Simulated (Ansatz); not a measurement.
```xyz
17

C    -2.4052    0.7221    1.0555
C    -0.9924    1.2268    0.7491
C    -0.3987    0.8462   -0.6193
C     1.0086    1.4260   -0.7744
C    -0.4097   -0.6594   -0.8857
Cl   -1.4462    1.6416   -1.9435
H    -2.4532   -0.3717    1.0879
H    -3.1212    1.0729    0.3060
H    -2.7305    1.0936    2.0334
H    -0.2951    0.8379    1.5063
H    -0.9656    2.3194    0.8377
H     1.0086    2.5094   -0.6222
H     1.4136    1.2157   -1.7686
H     1.6739    0.9726   -0.0282
H     0.0411   -0.8845   -1.8567
H     0.1745   -1.1698   -0.1086
H    -1.4237   -1.0662   -0.8772
```

Geometry: B3LYP/6-31G*.

Theory: isolated molecule in a Gaussian basis; Kohn-Sham density functional theory, functional PBE0 (Ansatz).

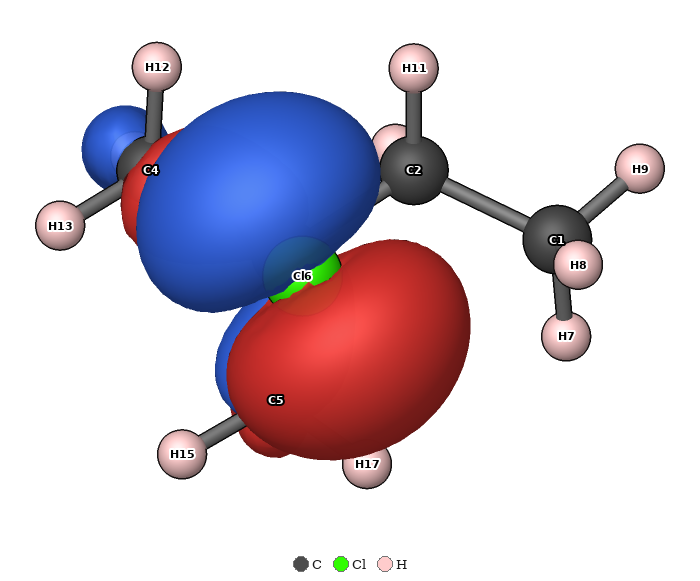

C5H11Cl (SMILES CCC(C)(C)Cl). The HOMO at ±0.1 Å⁻³ᐟ² (red and blue are the two phases), seen at a tilt.

**Describe this orbital and give its energy.**

By Hirshfeld shares it lies mainly on Cl6 (about 80 %); largely a lone pair of Cl6. Its energy is −8.23 eV.
